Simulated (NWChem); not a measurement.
# BHO2 (oxoborinic acid) at r2SCAN/6-31G(d) (spherical functions)

What is the electronic atomisation energy of BHO2 (oxoborinic acid) at r2SCAN/6-31G* (spherical functions)? 

The results are computed with NWChem 7.3.0.

**1. Starting point**

BHO2 has 4 atoms, charge 0, and is taken as a singlet. SMILES: `O=BO`. The coordinates come from a PBE0-D4/def2-TZVP relaxation.

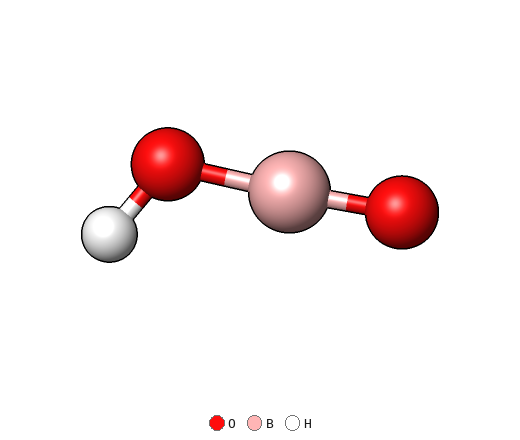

The structure, seen from a chosen angle (oxygen red, boron pink, hydrogen white).

**2. A single-point energy at r2SCAN/6-31G(d) (spherical functions) (run 1)**

Contents of input.nw:

```
start input
title "BHO2 energy"
memory stack 880 mb heap 220 mb global 1100 mb
geometry units angstrom noautosym nocenter noautoz
O     -1.555100     0.523500     0.428500
B     -0.423900     0.132000     0.248600
O      0.816700    -0.302000     0.108600
H      1.162300    -0.353500    -0.785700
end
basis spherical bse
* library 6-31G*
end
dft
xc r2scan
grid fine
convergence energy 1e-08
iterations 100
mulliken
noprint "final vectors analysis"
end
task dft
```

Launch:

```
$ nwchem input.nw > input.out
```

What it wrote:

```text
Northwest Computational Chemistry Package (NWChem) 7.3.0
             --------------------------------------------------------

           Job information
           ---------------

    nwchem branch   = 7.3.0
    use scalapack   = T
    input           = input.nw
    prefix          = input.
    data base       = ./input.db
    status          = startup
    nproc           =        1

           Memory information
           ------------------

    heap     =     28835834 doubles =      220.0 Mbytes
    stack    =    115343359 doubles =      880.0 Mbytes
    global   =    144179200 doubles =     1100.0 Mbytes (distinct from heap & stack)
    total    =    288358393 doubles =     2200.0 Mbytes
    verify   = yes
    hardfail = no

[... 36 lines left out ...]
            Nuclear Dipole moment (a.u.)
[... 88 lines left out ...]
          Convergence on energy requested:  1.00D-08
[... 21 lines left out ...]
          Spatial weights used:  Erf1
[... 4 lines left out ...]
          total energy or number of iterations.
[... 28 lines left out ...]
 2-e energy   =     116.110998
[... 41 lines left out ...]
      One electron energy =     -347.844809744264
[... 2 lines left out ...]
 Nuclear repulsion energy =       54.005580487150
[... 27 lines left out ...]
 center of mass
 --------------
 x =  -0.65726706 y =   0.19924163 z =   0.45242907

 moments of inertia (a.u.)
 ------------------
          27.055828728854          58.503818117670          27.339209915687
          58.503818117670         175.951385631258          -9.262376654710
          27.339209915687          -9.262376654710         189.397212069369

     Multipole analysis of the density
     ---------------------------------

     L   x y z        total         alpha         beta         nuclear
     -   - - -        -----         -----         ----         -------
     0   0 0 0      0.000000    -11.000000    -11.000000     22.000000

     1   1 0 0      1.176617      7.074226      7.074226    -12.971835
[... 8 lines of this table left out ...]
     2   0 0 2    -10.444179     -9.667322     -9.667322      8.890464

 Task  times  cpu:        3.4s     wall:        3.4s
 Total times  cpu:        3.4s     wall:        3.4s
```

Wall time 4.2 s (1 thread of Intel Xeon Platinum 8488C (Sapphire Rapids), shared host); peak memory 0.11 GiB.

**3. The B atom, same level (run 2)**

Contents of b.xyz:

```xyz
1

B      0.000000     0.000000     0.000000
```

Contents of b.nw:

```
start b
memory stack 880 mb heap 220 mb global 1100 mb
geometry units angstrom noautosym nocenter noautoz
   load format xyz b.xyz
end
basis spherical bse
   * library 6-31G*
end
dft
   xc r2scan
   mult 2
   grid fine
   convergence energy 1e-08
   maxiter 100
   mulliken
   print low
end
task dft energy
```

Run the same way, it converges to -24.62689 Eh (log not shown).

Run 3 isn't shown in full; the table further down has it.

**4. The O atom (run 4)**

Contents of work.xyz:

```xyz
1
O r2SCAN
O      0.000000     0.000000     0.000000
```

Contents of work.nw:

```
echo
START work
TITLE "O r2SCAN"
memory 2200 mb
charge 0

GEOMETRY units angstrom noautosym nocenter noautoz
 load work.xyz
END

BASIS spherical bse
 * library 6-31G*
END

DFT
 xc r2scan
 mult 3
 grid fine
 convergence energy 1e-08
 maxiter 100
 mulliken
 print low
END

TASK dft energy
```

Run the same way, it converges to -75.02240 Eh (log not shown).

**5. The series**

```csv
run,level,partner,energy (Eh),wall time
1,r2SCAN/6-31G* (spherical functions),base,-175.880208,4.2 s
2,U-r2SCAN/6-31G* (spherical functions),atoms,-24.626891,0.93 s
3,U-r2SCAN/6-31G* (spherical functions),atoms,-0.498227,0.71 s
4,U-r2SCAN/6-31G* (spherical functions),atoms,-75.022397,0.91 s
```

**6. What came out**

Level: r2SCAN/6-31G* (spherical functions).

```
                     quantity         value
         O atom: total energy  -75.02240 Eh
                 O atom: ⟨S²⟩         2.003
electronic atomisation energy     19.328 eV
```

Taking the molecule apart into free atoms costs 19.33 eV (1865 kJ/mol), before zero-point energy and without spin-orbit coupling. All runs together took 6.8 s, the longest 4.2 s.
